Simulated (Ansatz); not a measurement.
All values below come from PBE (plane waves to 420 eV, PAW; Ansatz, an electronic-structure program).

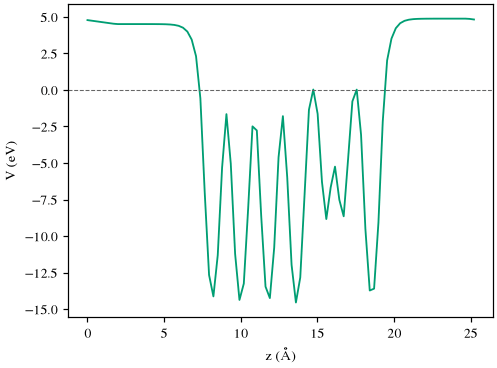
*Electrostatic potential energy of an electron, averaged over planes parallel to the surface, in eV from the Fermi level, for a constructed model of the (100) surface of fcc Cu, a layer of Sn in place of the second plane (bottom of the slab: a bare face, its two planes held)*

Set-up: 6 atoms, 9.2 Å thick at the start (thin: gaps and levels are the slab's own); mesh 15x15x1; 0.1 eV smearing; dipole correction on; 2 atoms held, the rest relaxed; start symmetry kept, larger cells not searched; no spin, no spin-orbit, no U. In PBE it is, or lies within 0.01 eV a 1x1 cell of, the lowest of the 2 structures of its composition computed so far; larger cells were not tried.

The vacuum level lies 4.88 eV above the Fermi level over the top face and 4.51 eV above it under the bottom face.
